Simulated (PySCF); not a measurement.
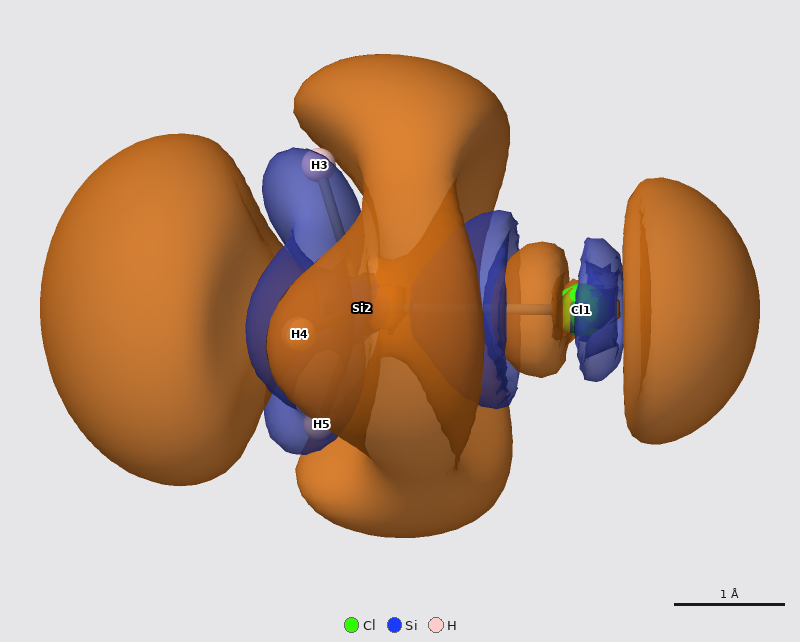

*ClH3Si, SMILES `Cl[SiH3]`. Fukui function f⁺ = ρ(N+1) − ρ(N) at fixed geometry, surfaces at ±0.01 e/Å³ (orange positive, blue negative).*

Computed with PySCF, HF/def2-TZVP, geometry: GFN2-xTB. No frequency check shows the geometry to be a minimum. GFN2-xTB bond lengths at metals and heavier atoms can be off by up to 0.1 Å and shapes distorted, which carries into these values.

### Which atoms respond most to the addition of an electron?

f⁺ (Hirshfeld-condensed) is largest on Si2 (0.54); the vertical electron affinity is −2.80 eV (the stability of the anion's solution wasn't checked; negative, but this basis has no diffuse functions, so it doesn't show that the anion is unbound). Condensed values hint at sites of nucleophilic attack but needn't mark the atom that reacts. Orbital relaxation makes it negative in places (0.13 e in all).
